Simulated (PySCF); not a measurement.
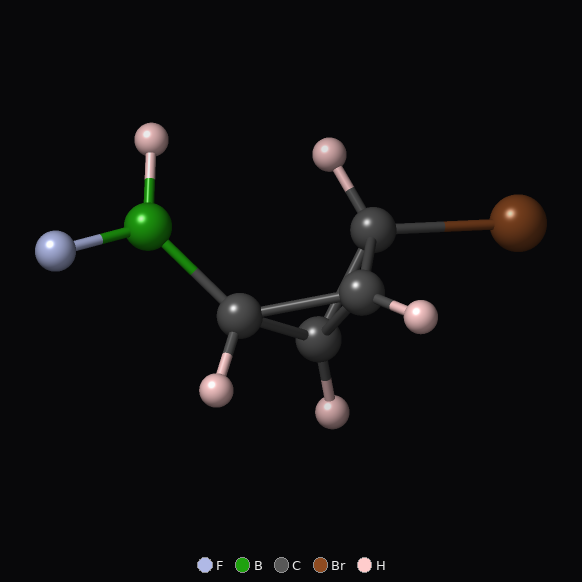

Rendered structure (ball-and-stick style).

The geometry was computed by an optimisation with GFN2-xTB. No frequency run is at hand to confirm it as a minimum.

Description:

The molecule is C₄H₅BBrF. Its SMILES string is `FB[C@H]1[C@H]2[C@H](Br)[C@@H]12`. Independent rings (smallest set): 2 of 3 members. Among its groups: C–Br bond, B–H bond. This geometry has Cs symmetry. Coordination, clear cases only: 1 B trigonal planar.

More results for the same structure follow; atom numbers are the same in all pictures, views and colours differ.

### Electronic properties

No frequency run is at hand to confirm it as a minimum. Level of theory: CAM-B3LYP/def2-SVPD, gas phase (PySCF 2.14.0). Excitations: vertical, linear response.

Estimate the LUMO energy (Kohn–Sham orbital).

0.19 eV.

Give the dipole moment at this level.

1.05 D.

Estimate the mean static polarisability.

76.9 bohr³.

What is the lowest vertical singlet excitation?

5.52 eV.

### Spin–spin coupling

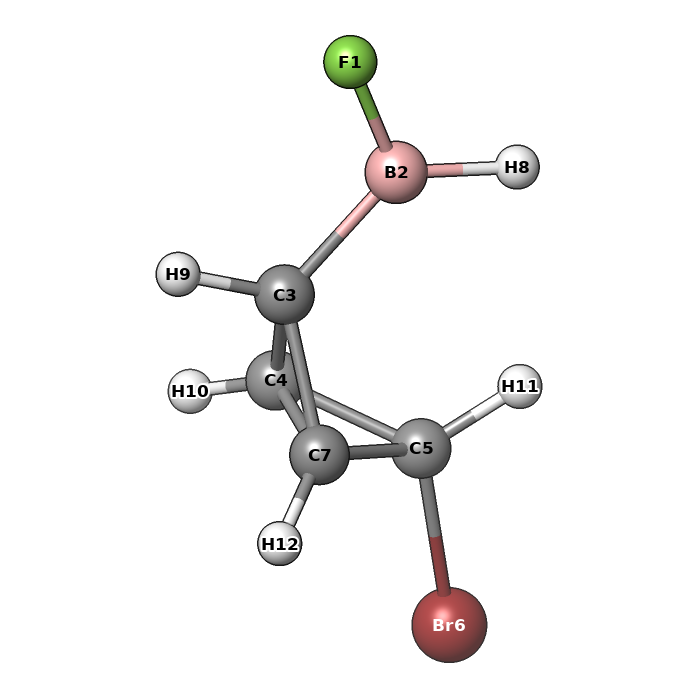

No frequency run is at hand to confirm it as a minimum. Level of theory: B3LYP/pcJ-1 (pcSseg-1 on Br) indirect spin-spin coupling, non-relativistic, gas phase (PySCF 2.14.0). Isotopes: 11B, 13C, 19F, 1H.

Give the spin–spin coupling constants of these pairs, with the number of bonds between them: F1/B2, B2/C3, B2/H8, F1/C3, F1/H8, B2/C4, B2/H9, B2/C7, F1/H9, F1/C7, F1/C4, B2/C5.

```csv
pair,bonds apart,J (Hz)
"F1, B2",1,−171.5
"B2, C3",1,87.7
"B2, H8",1,156.7
"F1, C3",2,32.9
"F1, H8",2,63.4
"B2, C4",2,0.5
"B2, H9",2,−2.7
"B2, C7",2,0.5
"F1, H9",3,7.4
"F1, C7",3,3.5
"F1, C4",3,3.6
"B2, C5",3,7.9
```

Density functionals are unreliable for couplings to fluorine, so those rows may be far off.

### Quadrupole coupling

No frequency run is at hand to confirm it as a minimum. Electric field gradients from the ground-state density, B3LYP/pcJ-1 (pcSseg-1 on Br) (PySCF 2.14.0), non-relativistic apart from any core potentials.

Give the largest field-gradient component, the quadrupole coupling constant and the asymmetry for 11B at B2 (Q = 40.59 mb), 79Br at Br6 (Q = 313 mb).

```json
{"atom": "B2", "V_zz (a.u.)": "0.461", "e²qQ/h (MHz)": "4.40", "η": "0.63"}
{"atom": "Br6", "V_zz (a.u.)": "7.875", "e²qQ/h (MHz)": "579.2", "η": "0.01"}
```

The geometry is semi-empirical. Around B, Br such bond lengths and angles can be off by a tenth of an ångström or more and by several degrees, and values that hang on the shape move with them.
